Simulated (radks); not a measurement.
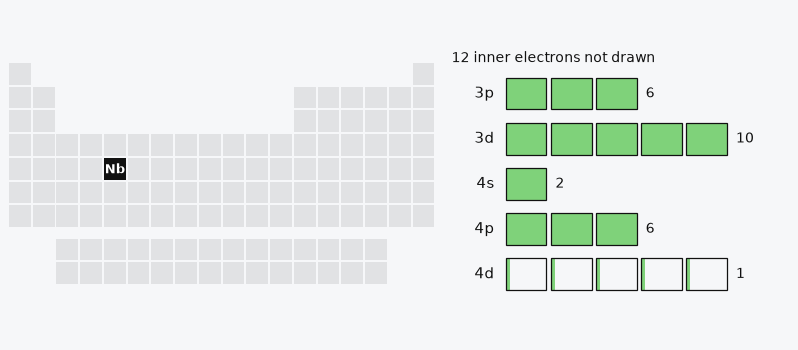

Fig. 1: Left, the place of niobium in the periodic table; right, the outer shells as the input fills them: a box for each of the 2l + 1 orbitals, shaded by the share of the shell that is filled, with the electron count at the right.

## Atomic calculation for Nb⁴⁺

System: the niobium ion Nb⁴⁺ in the configuration [Kr] 4d1 (high spin).
Method: scalar-relativistic Kohn-Sham, TASK exchange with Perdew-Wang LDA correlation, spin-polarised, spherical densities, finite nucleus (the in-house radial solver radks).

**Key numbers**

- outcome: converged
- total energy: −3816.2213 hartree
- kinetic energy: 3928.6428 hartree
- electron–nucleus energy: −9131.0789 hartree
- Hartree energy: 1503.0007 hartree
- exchange–correlation energy: −116.785916 hartree
- radius at density 0.001 e/bohr³: 2.95 bohr
- SCF iterations: 17
- hardware: 1 CPU thread, shared host

**Input file**
```
Z 41
configuration [Kr] 4d1
relativity scalar-relativistic
functional task,pw
spin polarised
nucleus finite rms 4.324 fm
c 137.035999084
```

Energies in input and log are in hartree, lengths in bohr (the nuclear radius in fm).

**Log**
```
1s      1   1.0000        -694.54391229
2s      1   1.0000         -99.23846002
2p      1   3.0000         -88.75955935
3s      1   1.0000         -18.21993681
3p      1   3.0000         -14.76588811
3d      1   5.0000          -9.09938820
4s      1   1.0000          -3.92111079
4p      1   3.0000          -2.97721318
4d      1   1.0000          -1.58244448
1s      2   1.0000        -694.54461380
2s      2   1.0000         -99.23028828
2p      2   3.0000         -88.75376528
3s      2   1.0000         -18.21705166
3p      2   3.0000         -14.76244893
3d      2   5.0000          -9.09273049
4s      2   1.0000          -3.87828634
4p      2   3.0000          -2.92743504
4d      2   0.0000          -1.51691956
Etot -3816.221282033355
Ekin 3928.6428354363893
Encl -9131.078917361006
Eh 1503.000715673492
Exc -116.78591578222895
err 1.6881026764082838e-06
it 17
```

**Orbitals**

```tsv
orbital	occupation	energy (eV)	⟨r⟩ (bohr)	outer maximum (bohr)
1s down	1	−18899.5	0.03613	0.0235
1s up	1	−18899.5	0.03613	0.0235
2s up	1	−2700.4	0.1582	0.133
2s down	1	−2700.2	0.1582	0.133
2p up	3	−2415.3	0.1379	0.106
2p down	3	−2415.1	0.1379	0.106
3s up	1	−495.790	0.4433	0.396
3s down	1	−495.711	0.4434	0.396
3p up	3	−401.800	0.4456	0.389
3p down	3	−401.707	0.4457	0.389
3d up	5	−247.607	0.4324	0.335
3d down	5	−247.426	0.4324	0.335
4s up	1	−106.699	1.146	1.03
4s down	1	−105.534	1.140	1.03
4p up	3	−81.014	1.254	1.11
4p down	3	−79.660	1.246	1.11
4d up	1	−43.061	1.559	1.34
```

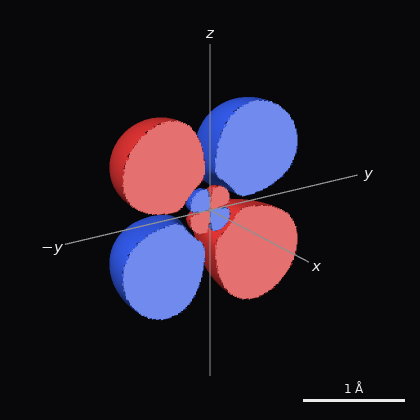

Fig. 2: One occupied orbital of up spin is shown. The surface of constant |ψ| that holds about 80 % of the electron is drawn, blue where ψ is positive and red where it is negative, with the half in front of the yz plane cut away and the cut face painted. The radial function comes from the spherical calculation and is multiplied by a real spherical harmonic; the overall sign is chosen so that the largest lobe of P(r) is positive; at the scalar-relativistic level it is the large component. It is 4d(yz) of up spin. It has the nodal planes xy and xz and 1 radial node, at r = 0.548 bohr. The outermost maximum of P² lies at 1.34 bohr, ⟨r⟩ = 1.56 bohr, 90 % of the charge lies within 2.35 bohr, and the eigenvalue is −43.1 eV, with 1 electron in the shell for this spin.

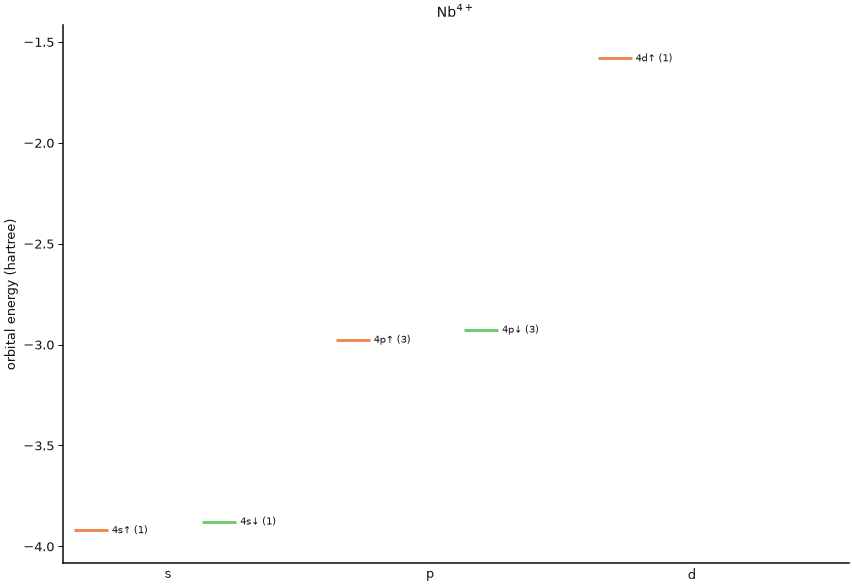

Fig. 3: The outer levels are drawn by angular momentum (occupations in brackets, up spins at the left of each column and down spins at the right). The highest occupied level is 4d up at −1.58 hartree. From the top down the occupied levels run 4d up (−1.58 hartree), 4p down (−2.93 hartree), 4p up (−2.98 hartree), 4s down (−3.88 hartree), 4s up (−3.92 hartree). The largest exchange splitting (down less up) among the shells drawn in both spins is that of 4p, 0.0498 hartree. The measured ionisation energy (NIST) is 50.6 eV; minus the highest level, 43.1 eV, lies 15 % below it, as is usual for a semilocal functional, whose potential decays too fast.

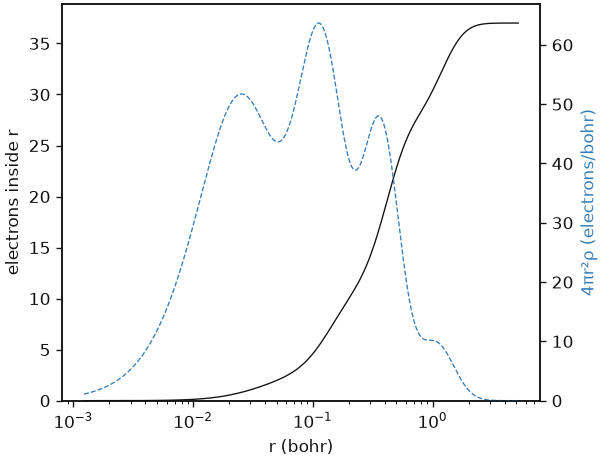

Fig. 4: The number of electrons inside radius r (solid) and the radial density 4πr²ρ (dashed). The count levels off at 37 electrons. Half of them lie within 0.393 bohr, 90 % within 1.31 bohr and 99 % within 2.18 bohr. The radial density has minima at 0.0510 and 0.226 bohr, where the count stands at 2.0 and 11.0; these part the shells that the density resolves.

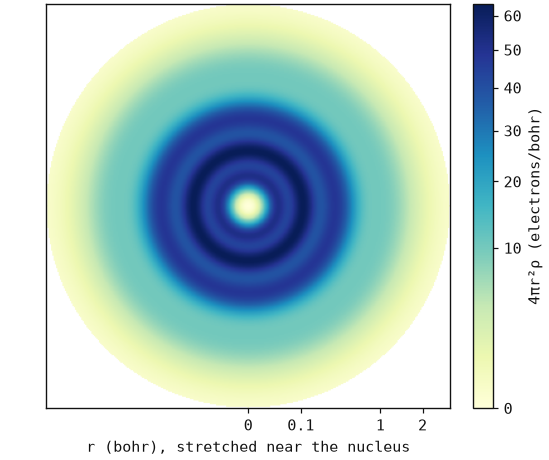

Fig. 5: The radial density 4πr²ρ as a disc about the nucleus, with the radius drawn as r to the power 0.4. There are 3 maxima, at r = 0.0254, 0.112 and 0.354 bohr, parted by minima at 0.0510 and 0.226 bohr, inside which lie 2.0 and 11.0 electrons. The configuration has 4 principal shells, so not every shell has a maximum of its own.
